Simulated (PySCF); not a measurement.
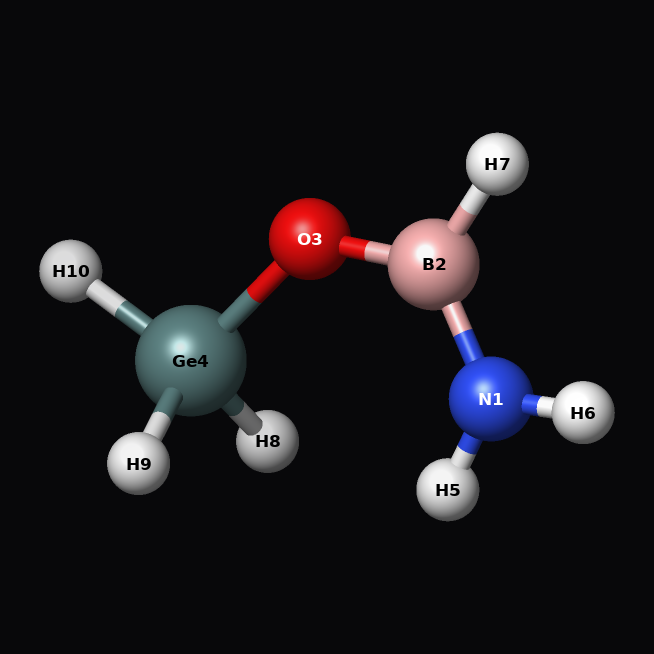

The computed structure is the end point of a PBE0-D3(BJ)/def2-SVP optimisation. No frequency run is at hand to confirm it as a minimum. Level of theory: B3LYP/pcJ-1 (pcSseg-1 on Ge) indirect spin-spin coupling, non-relativistic, gas phase (PySCF 2.14.0). Isotopes: 11B, 1H, 15N, 17O.

Give the spin–spin coupling constants of these pairs, with the number of bonds between them: N1/H5, N1/B2, N1/H6, B2/O3, B2/H7, N1/O3, N1/H7, B2/H6, B2/H5, B2/H8, B2/H9, B2/H10.

| pair | bonds apart | J (Hz) |
| --- | --- | --- |
| N1, H5 | 1 | −82.9 |
| N1, B2 | 1 | −30.9 |
| N1, H6 | 1 | −87.3 |
| B2, O3 | 1 | −5.7 |
| B2, H7 | 1 | 161.1 |
| N1, O3 | 2 | −1.6 |
| N1, H7 | 2 | −13.8 |
| B2, H6 | 2 | 3.5 |
| B2, H5 | 2 | −0.6 |
| B2, H8 | 3 | −0.6 |
| B2, H9 | 3 | −0.6 |
| B2, H10 | 3 | 4.6 |
